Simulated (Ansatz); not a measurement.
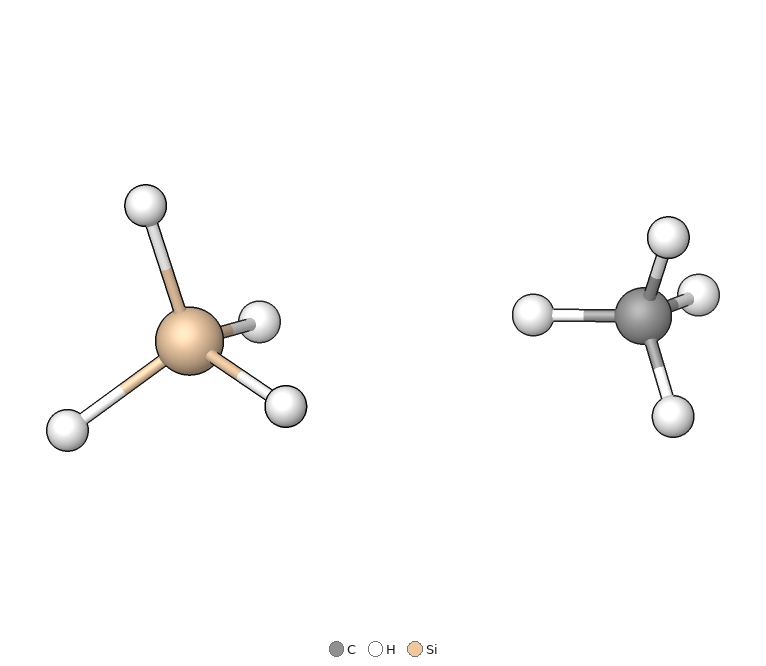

The computed structure is the end point of a PBE0-D4/def2-TZVP optimisation. No frequency run is at hand to confirm it as a minimum.

Give the structural formula.

SMILES: C.[SiH4]

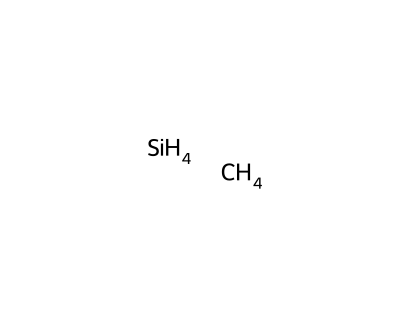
